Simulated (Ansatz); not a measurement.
**BH3O2 (SMILES OBO), step by step**

Aim: a series of 28 runs (HF/STO-3G, UHF/STO-3G, HF/3-21G, UHF/3-21G, HF/6-31G*, UHF/6-31G*, B3LYP/6-31G*, UB3LYP/6-31G*, and more) of BH3O2. 

The results are computed with Ansatz 0.2.0.

## (1) Starting point

BH3O2: 6 atoms, total charge 0, spin state singlet. As SMILES, `OBO`. The coordinates come from a PBE0-D4/def2-TZVP relaxation. This is one conformer, not always the lowest. The run starts from this shape.

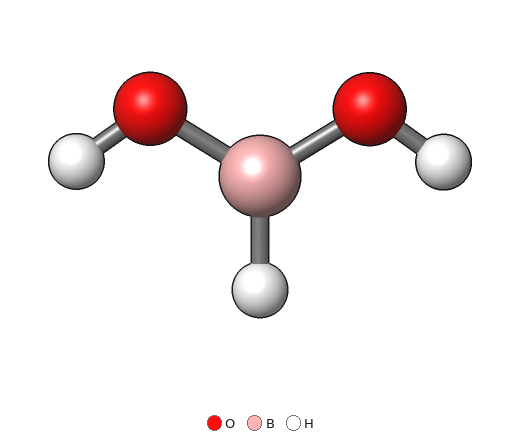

The structure, seen from a chosen angle (oxygen red, boron pink, hydrogen white).

## (2) A structure relaxation at HF/STO-3G (start density atoms) (run 1)

Contents of molecule.yaml:

```yaml
basis:
  gaussian:
    orbitals: STO-3G
crystal:
  periodic: [false, false, false]
  atoms:
    - {symbol: O, position_ang: [-1.176200, -0.524500, -0.251800]}
    - {symbol: B, position_ang: [0.049500, 0.028100, -0.072900]}
    - {symbol: O, position_ang: [0.580600, -0.053800, 1.172500]}
    - {symbol: H, position_ang: [-1.494700, -0.433500, -1.150600]}
    - {symbol: H, position_ang: [0.637800, 0.565600, -0.976100]}
    - {symbol: H, position_ang: [1.445200, 0.354100, 1.232800]}
hamiltonian:
  xc: hf
relax:
  f_tol: 0.002
output: {orbitals: {seedname: orbitals}}
```

Launch:

```bash
$ ansatz run molecule.yaml --threads 1 --pin off --max-ram 3480MiB --events-out events.jsonl --progress --plain --runs-dir runs
```

Output, cut to the lines that bear on the results:

```text
Warning: RAYON_NUM_THREADS=1 ignored (pool sized by the plan → 1); use --threads N
[...]
Functional definition: HF
  name "HF"
[...]
266 factors; integrals over basis functions are off by at most 2.1e-5 eV
[...]
mean field -4731.67300060 eV, -173.8857755288 hartree, gradient 4.6e-5 eV, S^2 0.000000; 0 other end points of the search recorded, 0 dependent functions left out
[...]
reference -4731.67300060 eV, -173.8857755288 hartree; 12, 12 occupied and 6, 6 virtual orbitals, 266 factors
relax step   1: F+E_penalty+E_count = -4731.67300060 eV  Δ(F+E_penalty+E_count) = +0.000e0 eV  max|allowed force component| = 1.759e0 eV/Å  Δτ_max = 0.0000 Å  (25 SCF iters, accepted)
[...]
relax step   5: F+E_penalty+E_count = -4731.73795736 eV  Δ(F+E_penalty+E_count) = -9.585e-5 eV  max|allowed force component| = 4.769e-3 eV/Å  Δτ_max = 0.0026 Å  (24 SCF iters, accepted)
[...]
relax step   6: F+E_penalty+E_count = -4731.73795805 eV  Δ(F+E_penalty+E_count) = -6.925e-7 eV  max|allowed force component| = 7.490e-5 eV/Å  Δτ_max = 0.0003 Å  (24 SCF iters, accepted)
266 factors; integrals over basis functions are off by at most 2.3e-5 eV
mean field -4731.73795805 eV, -173.8881626712 hartree, gradient 2.7e-6 eV, S^2 0.000000; 1 other end points of the search recorded, 0 dependent functions left out
[...]
reference -4731.73795805 eV, -173.8881626712 hartree; 12, 12 occupied and 6, 6 virtual orbitals, 266 factors
Total energy: -4731.73795805 eV, -173.8881626712 hartree
Atom 0 at    -1.174737    -0.526755    -0.240813 Å, force     0.000042    -0.000001     0.000037 eV/Å
Atom 1 at     0.048542     0.027255    -0.071414 Å, force    -0.000075    -0.000050     0.000032 eV/Å
Atom 2 at     0.570782    -0.059119     1.174315 Å, force    -0.000017    -0.000010    -0.000037 eV/Å
Atom 3 at    -1.475484    -0.419288    -1.168032 Å, force    -0.000027     0.000012    -0.000022 eV/Å
Atom 4 at     0.618971     0.548332    -0.947217 Å, force     0.000050     0.000026    -0.000044 eV/Å
Atom 5 at     1.454126     0.365575     1.207061 Å, force     0.000028     0.000024     0.000034 eV/Å
Dipole moment:     0.214565     0.195993    -0.329426 e Å
```

It took 1.3 s on 1 thread of Arm Neoverse V2, shared host.

Steps, from the record of the run:

| step | energy from the first frame kept (eV) | largest force (eV/Å) |
| --- | --- | --- |
| 1 | 0.0000 | 1.9078 |
| 2 | -0.0625 | 0.3228 |
| 3 | -0.0645 | 0.1235 |
| 4 | -0.0649 | 0.0583 |
| 5 | -0.0650 | 0.0063 |
| 6 | -0.0650 | 0.0001 |

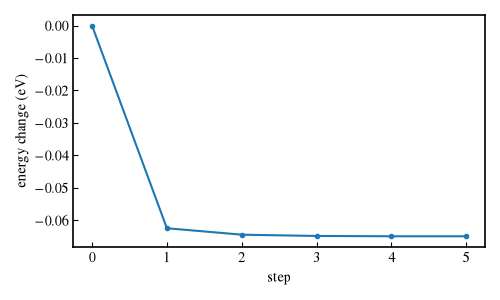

Energy along the run.

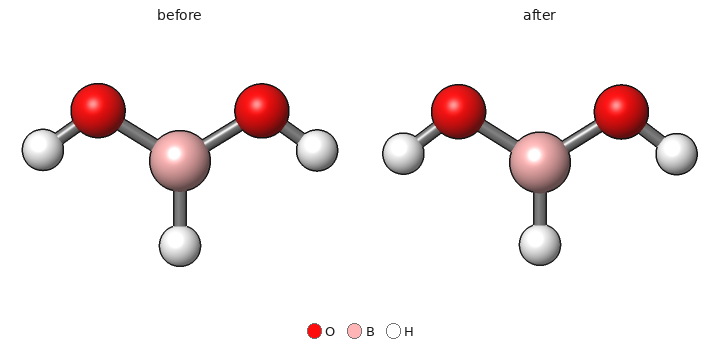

Before and after, at one scale.

After the run. Bond lengths: O1–B2 1.354 Å, B2–O3 1.354 Å, O1–H4 0.981 Å, B2–H5 1.168 Å, O3–H6 0.981 Å. Angles: O1–B2–O3 116.0°, O1–B2–H5 122.0°, O3–B2–H5 122.0°, B2–O1–H4 110.5°, B2–O3–H6 110.5°.

## (3) Vibrational wavenumbers at HF/STO-3G (start density atoms) (run 2)

Contents of run.yaml:

```yaml
crystal:
  periodic: [false, false, false]
  atoms:
    - {symbol: O, position_ang: [-1.174737, -0.526755, -0.240813]}
    - {symbol: B, position_ang: [0.048542, 0.027255, -0.071414]}
    - {symbol: O, position_ang: [0.570782, -0.059119, 1.174315]}
    - {symbol: H, position_ang: [-1.475484, -0.419288, -1.168032]}
    - {symbol: H, position_ang: [0.618971, 0.548332, -0.947217]}
    - {symbol: H, position_ang: [1.454126, 0.365575, 1.207061]}
basis:
  gaussian:
    orbitals: STO-3G
hamiltonian:
  xc: hf
phonons:
  temperatures: {t_min: 298.15, t_max: 298.15, t_step: 1}
```

Launch:

```bash
$ ansatz run run.yaml --threads 1 --pin off --max-ram 3480MiB --events-out events.jsonl --progress --plain --runs-dir runs
```

Output, cut to the lines that bear on the results:

```text
Warning: RAYON_NUM_THREADS=1 ignored (pool sized by the plan → 1); use --threads N
[... 2 set-up lines as earlier in the session ...]
[...]
268 factors; integrals over basis functions are off by at most 1.3e-5 eV
[...]
mean field -4731.73797024 eV, -173.8881631191 hartree, gradient 4.5e-5 eV, S^2 0.000000; 0 other end points of the search recorded, 0 dependent functions left out
[...]
reference -4731.73797024 eV, -173.8881631191 hartree; 12, 12 occupied and 6, 6 virtual orbitals, 268 factors
[...]
268 factors; integrals over basis functions are off by at most 1.3e-5 eV
[...]
mean field -4731.73780880 eV, -173.8881571862 hartree, gradient 2.6e-6 eV, S^2 0.000000; 0 other end points of the search recorded, 0 dependent functions left out
[...]
reference -4731.73780880 eV, -173.8881571862 hartree; 12, 12 occupied and 6, 6 virtual orbitals, 268 factors
[...]
268 factors; integrals over basis functions are off by at most 1.3e-5 eV
[...]
reference -4731.73794565 eV, -173.8881622155 hartree; 12, 12 occupied and 6, 6 virtual orbitals, 268 factors
Total energy: -4731.73797024 eV, -173.8881631191 hartree
Atom 0 at    -1.174737    -0.526755    -0.240813 Å, force     0.000059     0.000010     0.000013 eV/Å
Atom 1 at     0.048542     0.027255    -0.071414 Å, force    -0.000070    -0.000059     0.000106 eV/Å
Atom 2 at     0.570782    -0.059119     1.174315 Å, force    -0.000024    -0.000012    -0.000055 eV/Å
Atom 3 at    -1.475484    -0.419288    -1.168032 Å, force    -0.000041     0.000008    -0.000024 eV/Å
Atom 4 at     0.618971     0.548332    -0.947217 Å, force     0.000049     0.000029    -0.000070 eV/Å
Atom 5 at     1.454126     0.365575     1.207061 Å, force     0.000026     0.000026     0.000030 eV/Å
Dipole moment:     0.214565     0.195992    -0.329426 e Å
Vibrations: 545.85 571.52 655.84 1079.45 1224.28 1226.66 1297.69 1473.07 1801.39 3205.38 4324.24 4330.74 cm⁻¹, zero-point energy 1.347466 eV
```

It took 2.2 s on 1 thread of Arm Neoverse V2, shared host.

Runs 3 to 15 aren't shown in full; the table further down has their settings and results.

## (4) The doublet cation: a structure relaxation at UB3LYP/6-31G(d) (Cartesian functions, start density atoms) (run 16)

Contents of molecule.yaml:

```yaml
crystal:
  periodic: [false, false, false]
  atoms:
    - symbol: O
      position_ang: [-1.184436, -0.529034, -0.249954]
    - symbol: B
      position_ang: [0.046728, 0.025611, -0.068634]
    - symbol: O
      position_ang: [0.581580, -0.055906, 1.181790]
    - symbol: H
      position_ang: [-1.488581, -0.427690, -1.160868]
    - symbol: H
      position_ang: [0.634846, 0.562891, -0.971605]
    - symbol: H
      position_ang: [1.452063, 0.360128, 1.223170]
basis:
  gaussian: {orbitals: "6-31G*"}
total_charge: 1
magnetization: {spin_polarized: true, initial_magnetization: 1}
hamiltonian: {xc: {name: B3LYP}}
relax: {}
```

Launch:

```bash
$ ansatz run molecule.yaml --threads 1 --pin off --max-ram 3480MiB --events-out events.jsonl --progress --plain --runs-dir runs
```

Output, cut to the lines that bear on the results:

```text
Warning: RAYON_NUM_THREADS=1 ignored (pool sized by the plan → 1); use --threads N
[...]
Functional definition: B3LYP
  name "B3LYP"
[...]
538 factors; integrals over basis functions are off by at most 2.9e-4 eV
[...]
mean field -4810.04052832 eV, -176.7657290531 hartree, gradient 7.9e-7 eV, S^2 0.763246; 4 other end points of the search recorded, 0 dependent functions left out
[...]
reference -4810.04066103 eV, -176.7657339301 hartree; 12, 11 occupied and 39, 40 virtual orbitals, 538 factors
WARN: the results are in doubt because the forces break the atoms' symmetry
relax step   1: F+E_penalty+E_count = -4810.04052832 eV  Δ(F+E_penalty+E_count) = +0.000e0 eV  max|allowed force component| = 9.897e-1 eV/Å  Δτ_max = 0.0000 Å  (174 SCF iters, accepted)
[...]
relax step   3: F+E_penalty+E_count = -4810.37474576 eV  Δ(F+E_penalty+E_count) = -1.843e-1 eV  max|allowed force component| = 1.880e0 eV/Å  Δτ_max = 0.0302 Å  (36 SCF iters, accepted)
[...]
538 factors; integrals over basis functions are off by at most 4.4e-4 eV
mean field -4810.66423907 eV, -176.7886500005 hartree, gradient 1.7e-5 eV, S^2 0.755830; 1 other end points of the search recorded, 0 dependent functions left out
[...]
reference -4810.66437401 eV, -176.7886549595 hartree; 12, 11 occupied and 39, 40 virtual orbitals, 538 factors
Total energy: -4810.66437401 eV, -176.7886549595 hartree
Atom 0 at    -1.233167    -0.363529    -0.332160 Å, force    -0.001305    -0.002016    -0.006902 eV/Å
Atom 1 at    -0.013362    -0.029527     0.023670 Å, force     0.004681     0.005719    -0.004800 eV/Å
Atom 2 at     0.739319    -0.121637     1.096584 Å, force     0.004418     0.004085    -0.000031 eV/Å
Atom 3 at    -1.568725    -0.547770    -1.230670 Å, force    -0.003710    -0.000995     0.003527 eV/Å
Atom 4 at     0.625346     0.554278    -0.956994 Å, force    -0.002973    -0.003270     0.004583 eV/Å
Atom 5 at     1.492790     0.444186     1.353468 Å, force    -0.001111    -0.003522     0.003624 eV/Å
Dipole moment:     0.324238     0.295974    -0.497861 e Å
```

It took 18 s on 1 thread of Arm Neoverse V2, shared host; peak memory 0.12 GiB.

The path in brief:

| step | energy from the first frame kept (eV) | largest force (eV/Å) |
| --- | --- | --- |
| 1 | 0.0000 | 1.3019 |
| 2 | -0.1499 | 2.6405 |
| 3 | -0.3342 | 2.5075 |
| 4 | -0.5695 | 1.0821 |
| 5 | -0.6207 | 0.1268 |
| 6 | -0.6228 | 0.0587 |
| 7 | -0.6234 | 0.0654 |
| 8 | -0.6236 | 0.0128 |
| 9 | -0.6237 | 0.0088 |

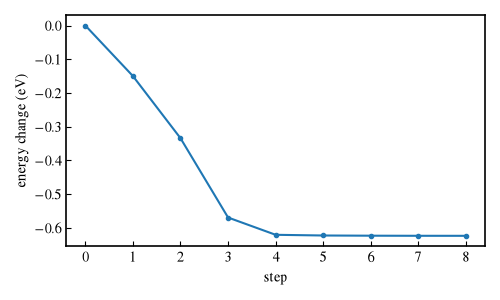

Energy along the run.

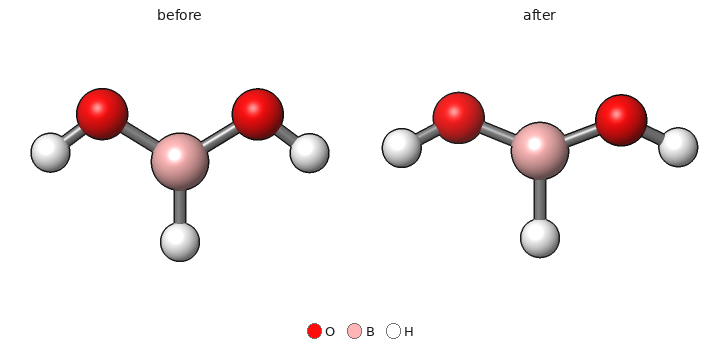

Before and after, at one scale.

After the run. Bond lengths: O1–B2 1.314 Å, B2–O3 1.314 Å, O1–H4 0.977 Å, B2–H5 1.308 Å, O3–H6 0.977 Å. Angles: O1–B2–O3 137.3°, O1–B2–H5 111.3°, O3–B2–H5 111.3°, B2–O1–H4 128.0°, B2–O3–H6 128.0°.

Runs 17 to 27 aren't shown in full; the table further down has their settings and results.

## (5) Vibrational wavenumbers at HF/cc-pVTZ (start density atoms) (run 28)

Contents of molecule.yaml:

```yaml
crystal:
  periodic: [false, false, false]
  atoms:
    - symbol: O
      position_ang: [-1.166208, -0.516842, -0.261782]
    - symbol: B
      position_ang: [0.051048, 0.029530, -0.075258]
    - symbol: O
      position_ang: [0.586034, -0.047398, 1.158799]
    - symbol: H
      position_ang: [-1.498324, -0.439312, -1.135981]
    - symbol: H
      position_ang: [0.635796, 0.563785, -0.973072]
    - symbol: H
      position_ang: [1.433855, 0.346236, 1.241193]
basis:
  gaussian:
    orbitals: cc-pVTZ
hamiltonian:
  xc: hf
phonons:
  temperatures: {t_min: 298.15, t_max: 298.15, t_step: 1}
```

Launch:

```bash
$ ansatz run molecule.yaml --threads 1 --pin off --max-ram 3480MiB --events-out events.jsonl --progress --plain --runs-dir runs
```

Output, cut to the lines that bear on the results:

```text
Warning: RAYON_NUM_THREADS=1 ignored (pool sized by the plan → 1); use --threads N
[... 2 set-up lines as earlier in the session ...]
[...]
865 factors; their error is unknown
[...]
mean field -4798.34658399 eV, -176.3359845253 hartree, gradient 9.2e-6 eV, S^2 0.000000; 0 other end points of the search recorded, 0 dependent functions left out
[...]
reference -4798.34658399 eV, -176.3359845253 hartree; 12, 12 occupied and 120, 120 virtual orbitals, 865 factors
[...]
865 factors; their error is unknown
[...]
mean field -4798.34643552 eV, -176.3359790694 hartree, gradient 2.5e-6 eV, S^2 0.000000; 0 other end points of the search recorded, 0 dependent functions left out
[...]
reference -4798.34643552 eV, -176.3359790694 hartree; 12, 12 occupied and 120, 120 virtual orbitals, 865 factors
[...]
865 factors; their error is unknown
[...]
reference -4798.34656980 eV, -176.3359840041 hartree; 12, 12 occupied and 120, 120 virtual orbitals, 865 factors
Total energy: -4798.34658399 eV, -176.3359845253 hartree
Atom 0 at    -1.166208    -0.516842    -0.261782 Å, force     0.000132    -0.000016     0.000058 eV/Å
Atom 1 at     0.051048     0.029530    -0.075258 Å, force     0.000052     0.000325    -0.000172 eV/Å
Atom 2 at     0.586034    -0.047398     1.158799 Å, force    -0.000028    -0.000080    -0.000079 eV/Å
Atom 3 at    -1.498324    -0.439312    -1.135981 Å, force    -0.000140    -0.000021    -0.000214 eV/Å
Atom 4 at     0.635796     0.563785    -0.973072 Å, force    -0.000205    -0.000280     0.000326 eV/Å
Atom 5 at     1.433855     0.346236     1.241193 Å, force     0.000189     0.000072     0.000082 eV/Å
Dipole moment:     0.243443     0.222405    -0.373775 e Å
Vibrations: 528.36 533.74 581.70 1018.22 1036.40 1044.57 1209.50 1331.06 1566.32 2647.82 4210.72 4211.13 cm⁻¹, zero-point energy 1.234855 eV
```

Run time: 33 s. Hardware: 1 thread of Arm Neoverse V2, shared host; peak memory 0.19 GiB.

## (6) All runs side by side

| run | level | task | walk f tol | partner | energy (Eh) | dipole moment (D) | wall time |
| --- | --- | --- | --- | --- | --- | --- | --- |
| 1 | HF/STO-3G (start density atoms) | optimise | 0.002 | base | -173.888163 | 2.11 | 1.3 s |
| 2 | HF/STO-3G (start density atoms) | frequencies | – | base | -173.888163 | 2.11 | 2.2 s |
| 3 | UHF/STO-3G (start density atoms) | energy | – | cation | -173.600534 | – | 0.14 s |
| 4 | UHF/STO-3G (start density atoms) | optimise | – | cation | -173.607864 | – | 1.5 s |
| 5 | HF/3-21G (start density atoms) | optimise | 0.002 | base | -175.281429 | 2.88 | 1.5 s |
| 6 | HF/3-21G (start density atoms) | frequencies | – | base | -175.281429 | 2.88 | 1.3 s |
| 7 | UHF/3-21G (start density atoms) | energy | – | cation | -174.884212 | – | 0.52 s |
| 8 | UHF/3-21G (start density atoms) | optimise | – | cation | -174.918632 | – | 3.6 s |
| 9 | HF/6-31G* (Cartesian functions, start density atoms) | optimise | 0.002 | base | -176.250106 | 2.63 | 2.5 s |
| 10 | HF/6-31G* (Cartesian functions, start density atoms) | frequencies | – | base | -176.250106 | 2.63 | 5.4 s |
| 11 | UHF/6-31G* (Cartesian functions, start density atoms) | energy | – | cation | -175.838395 | – | 1.2 s |
| 12 | UHF/6-31G* (Cartesian functions, start density atoms) | optimise | – | cation | -175.877114 | – | 13 s |
| 13 | B3LYP/6-31G* (Cartesian functions, start density atoms) | optimise | 0.002 | base | -177.192088 | 2.29 | 6.6 s |
| 14 | B3LYP/6-31G* (Cartesian functions, start density atoms) | frequencies | – | base | -177.192088 | 2.29 | 13 s |
| 15 | UB3LYP/6-31G* (Cartesian functions, start density atoms) | energy | – | cation | -176.765734 | – | 4.5 s |
| 16 | UB3LYP/6-31G* (Cartesian functions, start density atoms) | optimise | – | cation | -176.788655 | – | 18 s |
| 17 | PBE/def2-SVP (start density atoms) | optimise | 0.002 | base | -176.861542 | 2.04 | 5.7 s |
| 18 | PBE/def2-SVP (start density atoms) | frequencies | – | base | -176.861542 | 2.04 | 10 s |
| 19 | UPBE/def2-SVP (start density atoms) | energy | – | cation | -176.448102 | – | 5.4 s |
| 20 | UPBE/def2-SVP (start density atoms) | optimise | – | cation | -176.471983 | – | 18 s |
| 21 | MP2/6-31G* (Cartesian functions, start density atoms) | optimise | 0.002 | base | -176.684020 | 2.52 | 3.9 s |
| 22 | MP2/6-31G* (Cartesian functions, start density atoms) | frequencies | – | base | -176.684020 | 2.52 | 9.3 s |
| 23 | UMP2/6-31G* (Cartesian functions, start density atoms) | energy | – | cation | -176.233466 | – | 1.5 s |
| 24 | UMP2/6-31G* (Cartesian functions, start density atoms) | optimise | – | cation | -176.260857 | – | 29 s |
| 25 | CCSD/cc-pVDZ (start density atoms) | optimise | 0.002 | base | -176.753441 | 2.23 | 57 s |
| 26 | CCSD/cc-pVDZ (start density atoms) | frequencies | – | base | -176.753441 | 2.23 | 92 s |
| 27 | HF/cc-pVTZ (start density atoms) | optimise | 0.002 | base | -176.335985 | 2.39 | 7.2 s |
| 28 | HF/cc-pVTZ (start density atoms) | frequencies | – | base | -176.335985 | 2.39 | 33 s |

## (7) Results

```
                                                                             quantity          value
                                                     run 28, HF/cc-pVTZ: total energy  -176.33598 Eh
                                                    run 28, HF/cc-pVTZ: dipole moment         2.39 D
                                         run 28, HF/cc-pVTZ: largest force on an atom     0.000 eV/Å
                                       run 28, HF/cc-pVTZ: lowest harmonic wavenumber       528 cm⁻¹
                                      run 28, HF/cc-pVTZ: highest harmonic wavenumber      4211 cm⁻¹
                                                run 28, HF/cc-pVTZ: zero-point energy   119.1 kJ/mol
                        vertical ionisation energy (to the doublet cation), HF/STO-3G       7.827 eV
                        vertical ionisation energy (to the doublet cation), HF/6-31G*      11.203 eV
                     vertical ionisation energy (to the doublet cation), B3LYP/6-31G*      11.602 eV
                       vertical ionisation energy (to the doublet cation), MP2/6-31G*      12.260 eV
   adiabatic ionisation energy (to the doublet cation, no zero-point term), HF/STO-3G       7.627 eV
    adiabatic ionisation energy (to the doublet cation, no zero-point term), HF/3-21G       9.872 eV
   adiabatic ionisation energy (to the doublet cation, no zero-point term), HF/6-31G*      10.150 eV
adiabatic ionisation energy (to the doublet cation, no zero-point term), B3LYP/6-31G*      10.978 eV
```

In words: At HF/STO-3G: the vertical ionisation energy comes to 7.83 eV (755 kJ/mol). Its partner is spin-contaminated (⟨S²⟩ = 0.96 against 0.75), so the difference is in doubt. In a minimal basis such a difference can be off by several eV, whatever the method. At HF/6-31G*: the vertical ionisation energy comes to 11.20 eV (258 kcal/mol). At B3LYP/6-31G*: removing an electron at fixed nuclei costs 11.60 eV (268 kcal/mol). At MP2/6-31G*: the vertical ionisation energy comes to 12.26 eV (283 kcal/mol). Totals of different functionals can't be ranked against each other. In runs 1, 2, 3, 4 the basis is minimal, so the values are rough. Spin contamination of the reference: run 4 ⟨S²⟩ = 0.98, run 3 ⟨S²⟩ = 0.96, run 7 ⟨S²⟩ = 0.90. All runs together took 5.8 min, the longest 92 s.
